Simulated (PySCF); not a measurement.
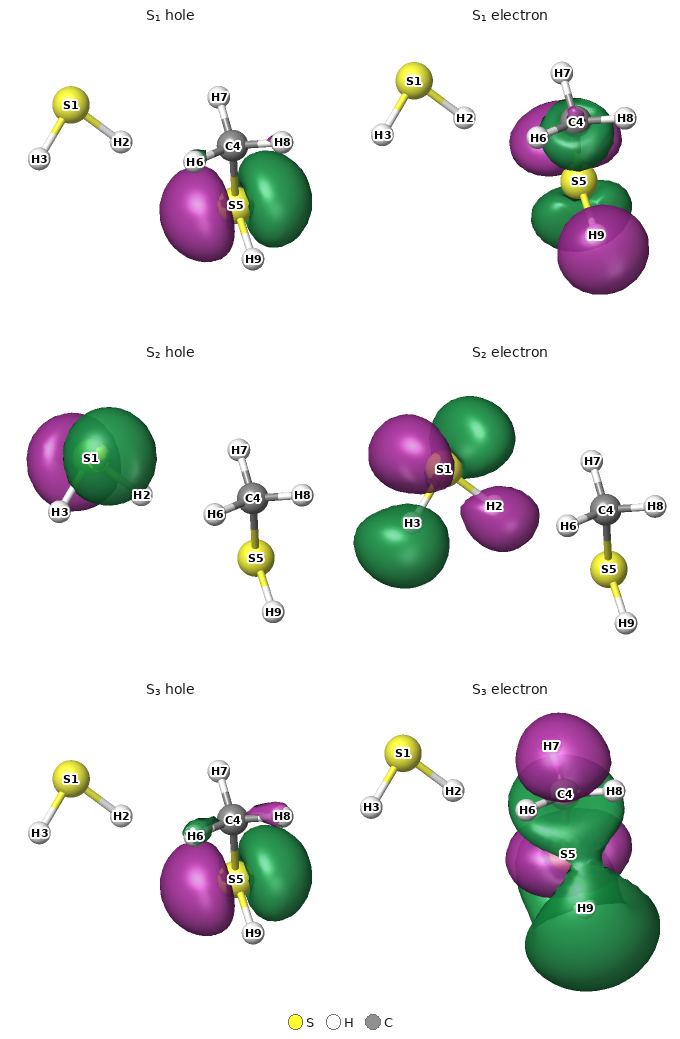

Figure. CH$_{6}$S$_{2}$, SMILES `S.CS`. Leading natural transition orbitals (TDA singlet states).

Level of theory: LC-wPBE/def2-SVP (PySCF), at an unrelaxed start geometry of a pair search. Without diffuse functions Rydberg states are missing, so the states' numbers hold for this basis only.

### Describe these excited states.

By state:
- S₁: 6.17 eV (201 nm), f = 0.005; the leading pair carries 100 %; hole on S5 (84 %) and C4 (6 %), electron on S5 (52 %), H9 (23 %) and C4 (12 %); their centroids lie 0.3 Å apart.
- S₂: 6.78 eV (183 nm), f = 0.000 (very weak); the leading pair carries 100 %; hole on S1 (90 %), electron on S1 (58 %), H3 (27 %) and H2 (12 %); their centroids lie 0.4 Å apart.
- S₃: 7.73 eV (160 nm), f = 0.002 (very weak); the leading pair carries 99 %; hole on S5 (82 %) and C4 (6 %), electron on S5 (42 %), H9 (24 %) and C4 (22 %); their centroids lie 0.6 Å apart; S₄ lies within 0.1 eV of it.

Run time: 84 s on 1 thread of Arm Neoverse V2 (shared host), peak memory 0.49 GiB.
